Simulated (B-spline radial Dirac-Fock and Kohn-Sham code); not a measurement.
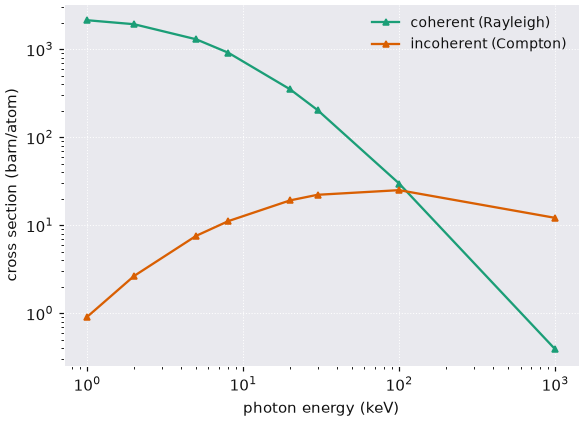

Coherent and incoherent photon scattering cross sections against photon energy, computed at the marked points and joined by straight lines. Species: Pr⁺ in the configuration [Xe] 4f3 5d1, which is not the ground configuration. Level of theory: Thomson × f² and Klein–Nishina × S on Dirac–Fock densities, without anomalous dispersion; calculated with a radial B-spline solver.

Coherent scattering falls from 2140 b at 1.00 keV to 0.392 b at 1.00 MeV. Incoherent scattering is largest at 100 keV among the points computed (25.1 b), and it overtakes the coherent part between 100 keV and 1.00 MeV.
